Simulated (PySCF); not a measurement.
**BSi2H5O2 (SMILES B1O[SiH2][SiH2]O1) at HF/pc-0**

What is the vertical singlet–triplet gap of BSi2H5O2 at HF/pc-0? 

Program for the calculation: PySCF 2.14.0.

## (1) The structure to begin with

BSi2H5O2 has 10 atoms, charge 0, and is taken as a singlet. As SMILES, `B1O[SiH2][SiH2]O1`. Geometry: relaxed at GFN2-xTB. This is one conformer, not always the lowest.

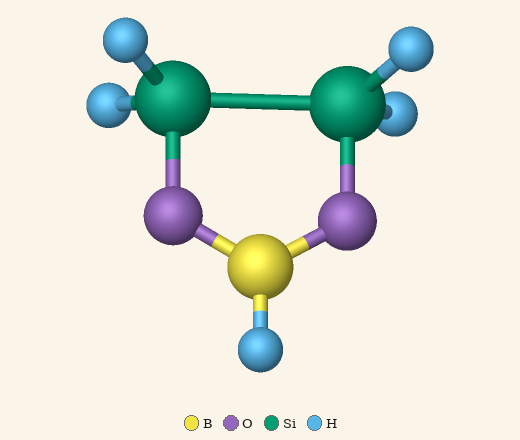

The structure, seen from a chosen angle (boron yellow, oxygen purple, silicon teal, hydrogen blue).

## (2) The energy at HF/pc-0

input.xyz reads:

```xyz
10
BH5O2Si2
B     -1.479610     0.349090    -0.376610
O     -1.119430    -0.920330    -0.102800
Si     0.444310    -1.292580     0.295900
Si     1.027390     0.944790     0.078150
O     -0.538350     1.312400    -0.316990
H     -2.585350     0.609290    -0.660260
H      0.839940    -2.266840    -0.724980
H      0.329270    -1.899920     1.623920
H      1.794660     1.403000    -1.083170
H      1.287170     1.761110     1.266830
```

calc.py reads:

```python
from pyscf import gto

mol = gto.M(
    atom='input.xyz',
    max_memory=1860,
    basis='pc-0',
    verbose=3,
    charge=0,
)

calc0 = mol.RHF()
calc0.conv_tol = 1e-10
calc0.kernel()
if not calc0.converged:
    calc0 = calc0.newton().run(calc0.mo_coeff, calc0.mo_occ)

e_tot = calc0.e_tot
print(f'total energy: {e_tot:.8f} hartree')
```

Started as:

```
$ OMP_NUM_THREADS=1 python calc.py
```

The log of the run:

```text
converged SCF energy = -754.460692980576
total energy: -754.46069298 hartree
```

Run time: 1.1 s. Hardware: 1 thread of Arm Neoverse V1, shared host; peak memory 0.13 GiB.

## (3) The triplet, same level

run.py reads:

```python
from pyscf import gto, scf

molecule = gto.M(
    atom=[
    ('B', (-1.479610, 0.349090, -0.376610)),
    ('O', (-1.119430, -0.920330, -0.102800)),
    ('Si', (0.444310, -1.292580, 0.295900)),
    ('Si', (1.027390, 0.944790, 0.078150)),
    ('O', (-0.538350, 1.312400, -0.316990)),
    ('H', (-2.585350, 0.609290, -0.660260)),
    ('H', (0.839940, -2.266840, -0.724980)),
    ('H', (0.329270, -1.899920, 1.623920)),
    ('H', (1.794660, 1.403000, -1.083170)),
    ('H', (1.287170, 1.761110, 1.266830)),
],
    max_memory=1860,
    basis='pc-0',
    spin=2,
    verbose=3,
)

mf = scf.UHF(molecule)
mf.conv_tol = 1e-10
mf.kernel()
if not mf.converged:
    mf = mf.newton().run(mf.mo_coeff, mf.mo_occ)

etot = mf.e_tot
print('Final energy', etot)
```

Started as:

```
$ OMP_NUM_THREADS=1 python run.py
```

The log of the run:

```text
WARN: HOMO 0.0495069892822342 >= LUMO -0.302652584905068

WARN: HOMO -0.141701393515973 >= LUMO -0.170573099661866

WARN: HOMO -0.142717160946688 >= LUMO -0.159722946071881

WARN: HOMO -0.135494229439573 >= LUMO -0.140016901018328

WARN: HOMO -0.137614508925793 >= LUMO -0.141418262639277

WARN: HOMO -0.137360634487166 >= LUMO -0.139927649856347

WARN: HOMO -0.137337091021124 >= LUMO -0.139663670055

WARN: HOMO -0.137335479986078 >= LUMO -0.139702285926077

WARN: HOMO -0.137350847324655 >= LUMO -0.139678462591434

WARN: HOMO -0.137353703861777 >= LUMO -0.139653824330708

WARN: HOMO -0.137352576891615 >= LUMO -0.139655842129287

WARN: HOMO -0.137365132446035 >= LUMO -0.139662186055645

WARN: HOMO -0.137375527463661 >= LUMO -0.139645311929058

WARN: HOMO -0.137331727044554 >= LUMO -0.139638933029133

WARN: HOMO -0.137344896046585 >= LUMO -0.139635778770099

WARN: HOMO -0.137347834257611 >= LUMO -0.139636406380546

WARN: HOMO -0.137346857972986 >= LUMO -0.139635797325752

WARN: HOMO -0.137347388775709 >= LUMO -0.139636581532287

WARN: HOMO -0.137346884510876 >= LUMO -0.139636464174387

WARN: HOMO -0.137346986308373 >= LUMO -0.139636493633631

WARN: HOMO -0.137346910392225 >= LUMO -0.139636519839556

WARN: HOMO -0.1373468750066 >= LUMO -0.139636416998826

converged SCF energy = -754.190851010843  <S^2> = 2.0076277  2S+1 = 3.0050808
Final energy -754.190851010843
```

Wall time 1.4 s (1 thread of Arm Neoverse V1, shared host); peak memory 0.12 GiB.

## (4) Results

Level: HF/pc-0.

| quantity | value |
| --- | --- |
| singlet: total energy | -754.46069 Eh |
| singlet: dipole moment | 4.36 D |
| singlet: HOMO energy | -11.32 eV |
| singlet: LUMO energy | 3.12 eV |
| singlet: HOMO–LUMO gap | 14.44 eV |
| triplet: total energy | -754.19085 Eh |
| triplet: dipole moment | 2.93 D |
| triplet: HOMO energy (highest over α and β) | -3.74 eV |
| triplet: ⟨S²⟩ | 2.008 |
| vertical energy of the triplet above the singlet | 7.343 eV |

What this shows: At this shape the triplet lies 7.34 eV (169 kcal/mol) above the singlet. Mulliken charges (singlet) run from -0.83 on O2 to +0.65 on Si3; they depend strongly on the basis. Mulliken charges (triplet) run from -0.79 on O2 to +0.67 on B1.
